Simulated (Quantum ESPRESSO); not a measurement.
# Simulated XPS, UPS and emission spectra of NbP

Wanted: projected DOS of NbP, weighted into photoemission and X-ray emission spectra, at several levels of theory.

Program: Quantum ESPRESSO 7.5. Level of theory: DFT, PBE, plane waves, ultrasoft GBRV pseudopotentials, scalar-relativistic, in the first sound run; inputs show where later runs differ. Results are calculated unless marked as measured.

### 1. The starting structure

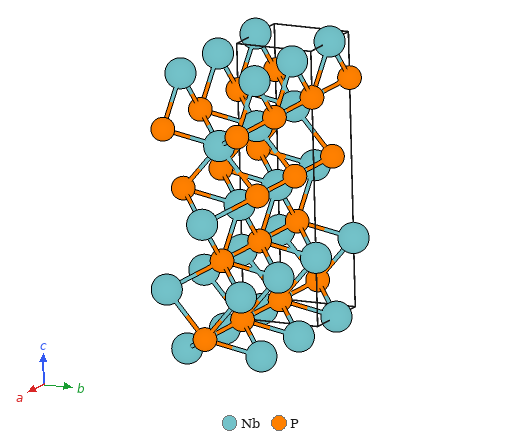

The cell as given, slightly off an axis (niobium teal, phosphorus orange). 3×1×1 cells are drawn. This picture shows the conventional cell, with its axes. Some periodic images of atoms are drawn too.

Structure file:

```cif
data_structure
_symmetry_space_group_name_H-M 'I4_1md'
_symmetry_Int_Tables_number 109
_cell_length_a 3.3498
_cell_length_b 3.3498
_cell_length_c 11.4802
_cell_angle_alpha 90.000
_cell_angle_beta 90.000
_cell_angle_gamma 90.000
_cell_volume 128.82
loop_
_atom_site_label
_atom_site_type_symbol
_atom_site_symmetry_multiplicity
_atom_site_Wyckoff_symbol
_atom_site_fract_x
_atom_site_fract_y
_atom_site_fract_z
_atom_site_occupancy
Nb1 Nb 4 a 0.50000 0.00000 0.99988 1
P1 P 4 a 0.00000 0.50000 0.08275 1
```

### 2. The base run: self-consistent run

First the self-consistent run; potential, DOS and bands follow from it in later steps.

scf.in reads:

```
&control
  calculation = 'scf'
  prefix = 'pes'
  outdir = './tmp'
  pseudo_dir = './pp'
  tprnfor = .true.
  tstress = .true.
/
&system
  ibrav = 0
  nat = 4
  ntyp = 2
  ecutwfc = 40.0
  ecutrho = 200.0
  occupations = 'smearing'
  nbnd = 30
  smearing = 'fd'
  degauss = 0.00147
/
&electrons
  conv_thr = 2.4e-08
  mixing_beta = 0.5
  electron_maxstep = 120
/
ATOMIC_SPECIES
Nb 92.9064 nb_pbe_v1.uspp.F.UPF
P 30.9738 p_pbe_v1.5.uspp.F.UPF
CELL_PARAMETERS angstrom
 -1.674923254 1.674923254 5.740108176
 1.674923254 -1.674923254 5.740108176
 1.674923254 1.674923254 -5.740108176
ATOMIC_POSITIONS crystal
Nb 0.249880800 0.749880800 0.500000000
Nb 0.499880800 0.499880800 0.000000000
P 0.832747770 0.332747770 0.500000000
P 0.082747770 0.082747770 0.000000000
K_POINTS automatic
10 10 10 0 0 0
```

Command:

```bash
$ OMP_NUM_THREADS=1 mpirun -n 4 pw.x -nk 4 -in scf.in > scf.out
```

The log of the run:

```text
Program PWSCF v.7.5 starts

     This program is part of the open-source Quantum ESPRESSO suite
     for quantum simulation of materials; please cite
         "P. Giannozzi et al., J. Phys.:Condens. Matter 21 395502 (2009);
         "P. Giannozzi et al., J. Phys.:Condens. Matter 29 465901 (2017);
         "P. Giannozzi et al., J. Chem. Phys. 152 154105 (2020);
          URL
     in publications or presentations arising from this work. More details at

     Parallel version (MPI & OpenMP), running on       4 processor cores
     Number of MPI processes:                 4
     Threads/MPI process:                     1

     MPI processes distributed on     1 nodes
     320554 MiB available memory on the printing compute node when the environment starts

     Current dimensions of program PWSCF are:
     Max number of different atomic species (ntypx) = 10
     Max number of k-points (npk) =  40000
     Max angular momentum in pseudopotentials (lmaxx) =  4
     Message from routine setup:
     using ibrav=0 with symmetry is DISCOURAGED, use correct ibrav instead

     K-points division:     npool     =       4
     Subspace diagonalization in iterative solution of the eigenvalue problem:
     a serial algorithm will be used

     G-vector sticks info
     --------------------
     sticks:   dense  smooth     PW     G-vecs:    dense   smooth      PW
     Sum        1541    1233    465                20749    14839    3419

     Using Slab Decomposition

     bravais-lattice index     =            0
     lattice parameter (alat)  =      11.7345  a.u.
     unit-cell volume          =     434.6768 (a.u.)^3
     number of atoms/cell      =            4
     number of atomic types    =            2
     number of electrons       =        36.00
     number of Kohn-Sham states=           30
     kinetic-energy cutoff     =      40.0000  Ry
     charge density cutoff     =     200.0000  Ry
     scf convergence threshold =      2.4E-08
     mixing beta               =       0.5000
     number of iterations used =            8  plain     mixing
     Exchange-correlation=  SLA  PW   PBX  PBC
                           (   1   4   3   4   0   0   0)

     celldm(1)=  11.734511  celldm(2)=   0.000000  celldm(3)=   0.000000
     celldm(4)=   0.000000  celldm(5)=   0.000000  celldm(6)=   0.000000

     crystal axes: (cart. coord. in units of alat)
               a(1) = (  -0.269730   0.269730   0.924387 )
               a(2) = (   0.269730  -0.269730   0.924387 )
               a(3) = (   0.269730   0.269730  -0.924387 )

     reciprocal axes: (cart. coord. in units 2 pi/alat)
               b(1) = (  0.000000  1.853708  0.540899 )
               b(2) = (  1.853708  0.000000  0.540899 )
               b(3) = (  1.853708  1.853708  0.000000 )

     PseudoPot. # 1 for Nb read from file:
     ./pp/nb_pbe_v1.uspp.F.UPF
     Pseudo is Ultrasoft + core correction, Zval = 13.0
     Generated by new atomic code, or converted to UPF format
     Using radial grid of  887 points,  6 beta functions with:
                l(1) =   0
                l(2) =   0
                l(3) =   1
                l(4) =   1
                l(5) =   2
                l(6) =   2
     Q(r) pseudized with  6 coefficients,  rinner =    1.000   1.000   1.000
                                                       1.000   1.000

     PseudoPot. # 2 for P  read from file:
     ./pp/p_pbe_v1.5.uspp.F.UPF
     Pseudo is Ultrasoft + core correction, Zval =  5.0
     Generated by new atomic code, or converted to UPF format
     Using radial grid of  903 points,  6 beta functions with:
                l(1) =   0
                l(2) =   0
                l(3) =   1
                l(4) =   1
                l(5) =   2
                l(6) =   2
     Q(r) pseudized with  8 coefficients,  rinner =    1.300   1.300   1.300
                                                       1.300   1.300

     atomic species   valence    mass     pseudopotential
     Nb               13.00    92.90640     Nb( 1.00)
     P                 5.00    30.97380     P ( 1.00)

      8 Sym. Ops. (no inversion) found ( 4 have fractional translation)

   Cartesian axes

     site n.     atom                  positions (alat units)
         1        Nb     tau(   1) = (   0.2697297   0.0000000   0.4619732  )
         2        Nb     tau(   2) = (  -0.0000000   0.0000000   0.9241669  )
         3        P      tau(   3) = (   0.0000000   0.2697297   0.6151756  )
         4        P      tau(   4) = (   0.0000000  -0.0000000   0.1529820  )

     number of k points=   102  Fermi-Dirac smearing, width (Ry)=  0.0015

     Number of k-points >= 100: set verbosity='high' to print them.

     Dense  grid:    20749 G-vectors     FFT dimensions: (  60,  60,  54)

     Smooth grid:    14839 G-vectors     FFT dimensions: (  48,  48,  48)

     Estimated max dynamical RAM per process >      65.86 MB

     Estimated total dynamical RAM >     248.22 MB

     Check: negative core charge=   -0.000001

     Initial potential from superposition of free atoms

     starting charge      35.9942, renormalised to      36.0000
     Starting wfcs are   34 randomized atomic wfcs

     total cpu time spent up to now is        2.1 secs

     per-process dynamical memory:    55.3 Mb

     Self-consistent Calculation

     iteration #  1     ecut=    40.00 Ry     beta= 0.50
     Davidson diagonalization with overlap
     ethr =  1.00E-02,  avg # of iterations =  5.1

     total cpu time spent up to now is        7.1 secs

     total energy              =    -266.99547999 Ry
     estimated scf accuracy    <       0.60100180 Ry

     iteration #  2     ecut=    40.00 Ry     beta= 0.50
     Davidson diagonalization with overlap
     ethr =  1.67E-03,  avg # of iterations =  2.0

     total cpu time spent up to now is       11.2 secs

     total energy              =    -267.15954488 Ry
     estimated scf accuracy    <       0.22259691 Ry

     iteration #  3     ecut=    40.00 Ry     beta= 0.50
     Davidson diagonalization with overlap
     ethr =  6.18E-04,  avg # of iterations =  1.1

     total cpu time spent up to now is       14.8 secs

     total energy              =    -267.20314797 Ry
     estimated scf accuracy    <       0.00578906 Ry

     iteration #  4     ecut=    40.00 Ry     beta= 0.50
     Davidson diagonalization with overlap
     ethr =  1.61E-05,  avg # of iterations =  6.4

     total cpu time spent up to now is       19.8 secs

     total energy              =    -267.20399186 Ry
     estimated scf accuracy    <       0.00023511 Ry

     iteration #  5     ecut=    40.00 Ry     beta= 0.50
     Davidson diagonalization with overlap
     ethr =  6.53E-07,  avg # of iterations =  5.7

     total cpu time spent up to now is       26.1 secs

     total energy              =    -267.20412115 Ry
     estimated scf accuracy    <       0.00006279 Ry

     iteration #  6     ecut=    40.00 Ry     beta= 0.50
     Davidson diagonalization with overlap
     ethr =  1.74E-07,  avg # of iterations =  2.1

     total cpu time spent up to now is       30.0 secs

     total energy              =    -267.20413325 Ry
     estimated scf accuracy    <       0.00000076 Ry

     iteration #  7     ecut=    40.00 Ry     beta= 0.50
     Davidson diagonalization with overlap
     ethr =  2.12E-09,  avg # of iterations =  5.1

     total cpu time spent up to now is       36.8 secs

     End of self-consistent calculation

     Number of k-points >= 100: set verbosity='high' to print the bands.

     the Fermi energy is    14.9299 ev

!    total energy              =    -267.20413467 Ry
     estimated scf accuracy    <       0.00000002 Ry
     smearing contrib. (-TS)   =      -0.00007431 Ry
     internal energy E=F+TS    =    -267.20406036 Ry

     The total energy is F=E-TS. E is the sum of the following terms:
     one-electron contribution =     -42.25725141 Ry
     hartree contribution      =      39.33336529 Ry
     xc contribution           =     -48.93990669 Ry
     ewald contribution        =    -215.34026754 Ry

     convergence has been achieved in   7 iterations

     Forces acting on atoms (cartesian axes, Ry/au):

     atom    1 type  1   force =    -0.00000000    0.00000000    0.00045563
     atom    2 type  1   force =     0.00000000    0.00000000    0.00045563
     atom    3 type  2   force =    -0.00000000   -0.00000000   -0.00045563
     atom    4 type  2   force =    -0.00000000   -0.00000000   -0.00045563

     Total force =     0.000911     Total SCF correction =     0.000021

     Computing stress (Cartesian axis) and pressure

          total   stress  (Ry/bohr**3)                   (kbar)     P=      -13.72
  -0.00009172  -0.00000000   0.00000000          -13.49       -0.00        0.00
   0.00000000  -0.00009172   0.00000000            0.00      -13.49        0.00
  -0.00000000  -0.00000000  -0.00009642           -0.00       -0.00      -14.18

     XML data file, charge density, pseudopotentials, collected wavefunctions

     Called by init_run:

     Called by electrons:

     Called by c_bands:

     Called by *egterg:

     Called by h_psi:
                                        0.00s GPU  (     941 calls)

     General routines

     Parallel routines

=------------------------------------------------------------------------------=
   JOB DONE.
=------------------------------------------------------------------------------=
```

Run time: 39 s. Hardware: 4 MPI ranks of Arm Neoverse V2, shared host; 2.6 min of CPU time.

This step gave:

| Property | Result |
| --- | --- |
| free energy | -3635.4975 eV |
| Fermi energy | 14.93 eV |
| pressure | -1.372 GPa |

The run ends at a pressure of -1.37 GPa, with forces up to 0.012 eV/Å.

(Part 1 of 17 ends here.)

[Logs are printed without paths, hosts, clocks, repeated set-up lines and the standing remarks that a program may print on its own settings, such as how far it seeks lower states.]

[Hosts, paths, dates, database ids (printed as entryN), source tags and the programs' standing remarks are cut or masked in the printed files.]

[Maps of the electrostatic potential energy from Ansatz leave out the sawtooth potential of an applied field or a dipole correction, so their vacuum need not be flat; work functions include it.]

[Peak lists hold at most the 14 tallest peaks of each spectrum; further lines can be left out.]
